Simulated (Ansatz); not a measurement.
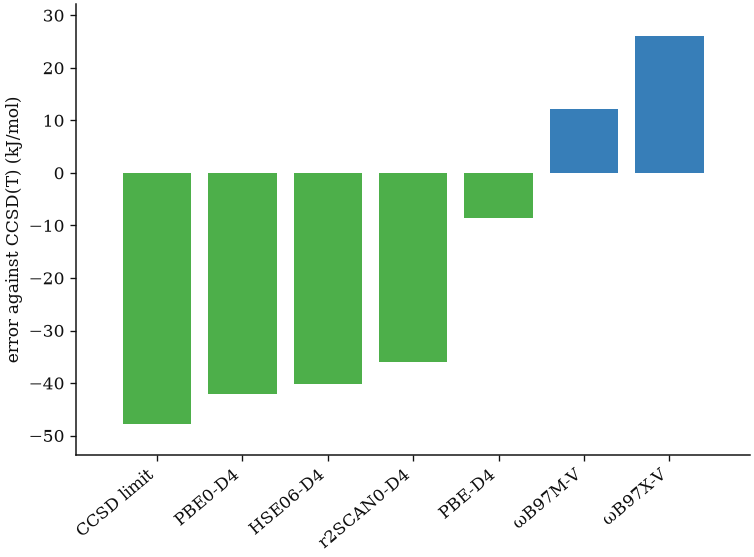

Error in the electronic atomisation energy (method less reference, so positive means overbinding) of BSi₂H₇SO, SMILES [SiH3]O[SiH2]BS: functionals in def2-TZVPP against frozen-core CCSD(T) at the limit (MP2 extrapolated from triple and quadruple zeta, plus CCSD(T) less MP2 in a smaller set), which gives 4013.6 kJ/mol, at a PBE0-D4/def2-TZVP geometry (a minimum by its frequencies), no zero-point or spin-orbit term, the Ansatz code 0.2.0. The reference leaves out core correlation, a term that grows with the number of heavy atoms. Limit means the basis limit.

Q: What range do the values span?

A: From −47.8 kJ/mol (CCSD limit) to 26.1 kJ/mol (ωB97X-V).

Q: Which of these levels overbind, and which underbind?

A: Overbind: ωB97X-V. Underbind: CCSD limit, PBE0-D4, HSE06-D4 and r2SCAN0-D4. Within 25 kJ/mol of zero, too close to call in view of what the reference leaves out: PBE-D4 and ωB97M-V.

Caveats, for all or some of the runs: one conformer of a flexible molecule.
